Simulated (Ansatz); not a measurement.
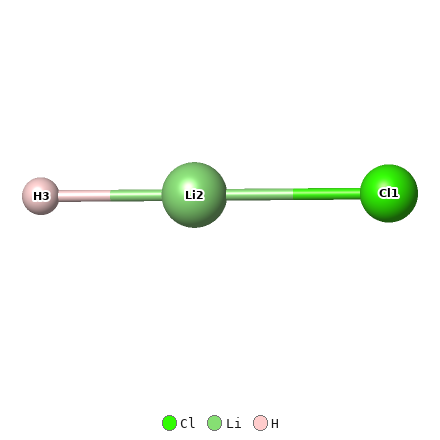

The system is Cl⁻ + LiH; the picture shows the reference structure. 
- Coordinates scanned: (1) distance Cl1–Li2; (2) distance Li2–H3.
- Nothing is relaxed (the angle Cl1–Li2–H3 is fixed at 180 degrees).
- Grid: 17 × 17 points.
- Points are written as (first, second).
- Energies: kcal/mol, counted from the lowest grid point.
- The reference is spin-restricted, so regions where a bond is pulled apart into radicals lie too high.
- The calculation used RKS PBE0-D4/aug-cc-pVTZ (Ansatz 0.2.0).

Its coordinates:

```xyz
3

Cl   -2.1700    0.0000    0.0000
Li    0.0000    0.0000    0.0000
H     1.7130    0.0000    0.0000
```

Range: distance Cl1–Li2 from 1.840 to 3.840 Å; distance Li2–H3 from 1.272 to 3.272 Å.

What will the energy surface look like?

The lowest grid point is at (2.170 Å, 1.713 Å). No other kind of well shows on this grid. The highest grid point, (3.840 Å, 3.272 Å), lies 63.9 kcal/mol above the lowest. Round the minimum the two coordinates are weakly coupled (coupling 0.05 in units of the two stiffnesses).

```
distance Li2–H3 ↓, distance Cl1–Li2 →  1.840  1.974  2.170  2.399  2.652  2.926  3.216  3.521  3.840
                                3.111   31.9   25.8   24.5   28.4   34.8   41.0   47.9   54.5   60.1
                                2.799   26.6   20.3   18.7   22.2   28.3   34.0   40.5   46.7   52.2
                                2.501   20.9   14.4   12.5   15.6   21.3   26.6   32.6   38.6   43.8
                                2.219   15.5    8.8    6.5    9.3   14.8   20.3   25.3   30.9   35.8
                                1.955   11.5    4.6    2.0    4.4    9.5   15.6   21.2   26.3   30.8
                                1.713   10.0    2.9    0.0    2.1    6.9   12.6   18.1   23.0   27.3
                                1.499   13.0    5.8    2.8    4.6    9.1   14.5   19.8   24.5   28.6
                                1.326   21.8   14.6   11.5   13.2   17.6   22.8   27.9   32.5   36.4
```

The table holds every second grid line.

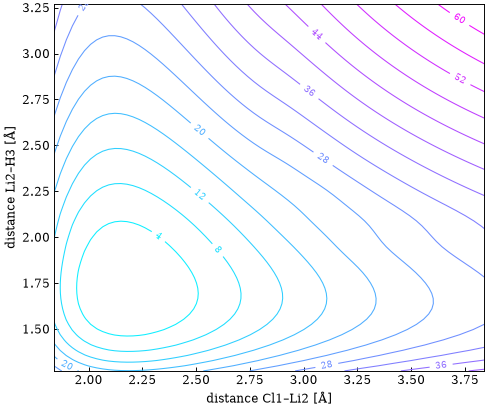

In the figure: contour lines labelled in kcal/mol. Between grid points the surface is interpolated.

Each point was launched as `ansatz run input.yaml --threads 1 --pin off --max-ram 2560MiB --backend cpu --events-out ev --progress --plain --runs-dir out`. The whole map (289 points run) took 19 min on 1 thread of Arm Neoverse N1, with other jobs on the host.
